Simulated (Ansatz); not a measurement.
**Bi under a change: Bi → Pd**

Base system: Bi in the A7 type structure (space group R-3m, No. 166; a = 4.521 Å, c = 12.028 Å (hexagonal axes); layered).

Modification: Pd takes the place of Bi on all its sites; the structure is relaxed again.

Method: r2SCAN+rVV10 (Ansatz, a program for electronic structure; PAW; 500 eV plane waves; without spin-orbit coupling). k-mesh 20×20×20 (Γ-centred); smearing 0.05 eV (Fermi–Dirac), for the changed cell.

```json
[
 {"quantity": "volume per atom", "base": "35.48 Å³", "changed": "14.71 Å³", "shift": "-20.765 Å³"},
 {"quantity": "space group", "base": "R-3m (No. 166)", "changed": "Fm-3m (No. 225)", "shift": "–"},
 {"quantity": "shortest interatomic distance", "base": "3.068 Å", "changed": "2.751 Å", "shift": "-0.3175 Å"},
 {"quantity": "band gap", "base": "zero", "changed": "zero", "shift": "–"}
]
```

Final structure:

```xyz
1
Lattice="0.0000 1.9449 1.9449 1.9449 0.0000 1.9449 1.9449 1.9449 0.0000" Properties=species:S:1:pos:R:3 pbc="T T T"
Pd     1.9449     1.9449     1.9449
```

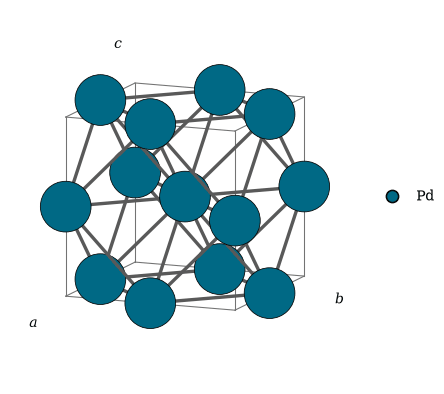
Figure. The relaxed conventional cell after the change

Cost of the whole job for the changed cell (relaxation, final SCF and bands): very roughly 9 core-minutes.

With Bi present, leaving out spin-orbit coupling can change the band edges. Stability against distortions was not tested. All final runs are without spin polarisation. Pd has a high density of states at the Fermi level and may be magnetic at this level.
